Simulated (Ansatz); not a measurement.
System: AlBrH2O2···H2.

Input

```
crystal:
  periodic: [false, false, false]
  atoms:
    - {symbol: Al, position_ang: [0.379783, 0.496527, 0.128961]}
    - {symbol: H, position_ang: [0.249299, -1.767192, -0.562046]}
    - {symbol: O, position_ang: [-0.113850, 0.791594, -1.457834]}
    - {symbol: O, position_ang: [-0.630998, 0.430340, 1.478904]}
    - {symbol: H, position_ang: [0.130801, -1.861734, 0.175983]}
    - {symbol: Br, position_ang: [2.584642, 0.468869, 0.514374]}
    - {symbol: H, position_ang: [-1.018633, 0.918974, -1.734894]}
    - {symbol: H, position_ang: [-1.581045, 0.522621, 1.456550]}
basis:
  gaussian: {orbitals: def2-TZVPP}
hamiltonian: {xc: pbe0, dispersion: d4}
output: {orbitals: {seedname: orbitals}}
```

Run with:

```sh
ansatz run in.yaml --threads 4 --pin off --events-out ev --progress --plain --max-ram 9574MiB
```

The product side of a reaction path; geometry: PBE0-D4/def2-TZVP.

These are results of Ansatz 0.2.0, RKS PBE0-D4/def2-TZVPP, not measurements.

**What will maps of the electron density and electron localisation function show?**

Al1···H7 (2.37 Å): the density falls to about 0.76 e/Å³ on the way; the ELF climbs to about 0.95 towards the hydrogen.
Al–O (1.69 Å): ρ at the midpoint is about 0.93 e/Å³; the ELF peaks at about 0.90 in the valence shell of O, 0.6 Å from its nucleus, and is about 0.45 at the midpoint.
Al–Br (2.24 Å): ρ is about 0.69 e/Å³ halfway; the ELF peaks at about 0.85 in the valence shell of Br, 1.1 Å from its nucleus, and is about 0.85 at the midpoint.
O–H (0.95 Å): ρ at the midpoint is about 3.8 e/Å³; the ELF climbs to about 1 towards the hydrogen (a covalent bond by its length).

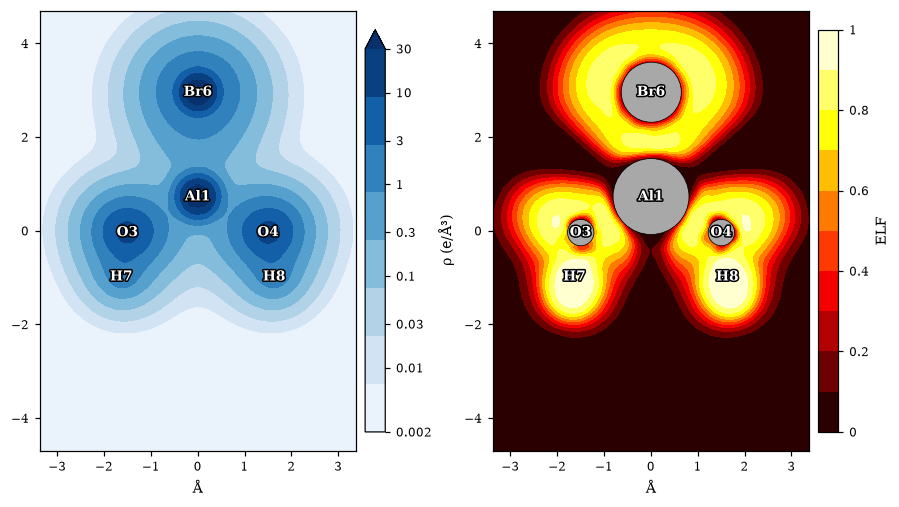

Computed electron density and electron localisation function on the plane of atoms Al1, O4 and H8, in this order. Grey discs cover the atomic cores in the ELF map. 
